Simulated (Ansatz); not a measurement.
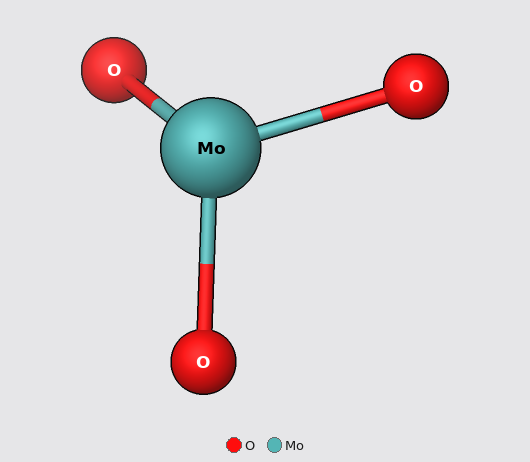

A metal compound. The species is neutral and a spin singlet. Computed geometry: PBE-D4/def2-SVP optimisation. No frequency run is at hand to confirm it as a minimum.

**What is the coordination number of the metal, and which atoms bind to it?**

Mo binds 3 atoms: 3 O at 1.71 Å. The arrangement is trigonal pyramidal.

**Give the formal oxidation state and the d-electron count.**

Mo(VI), d⁰, counting the ligands as closed-shell ions or neutral donors.
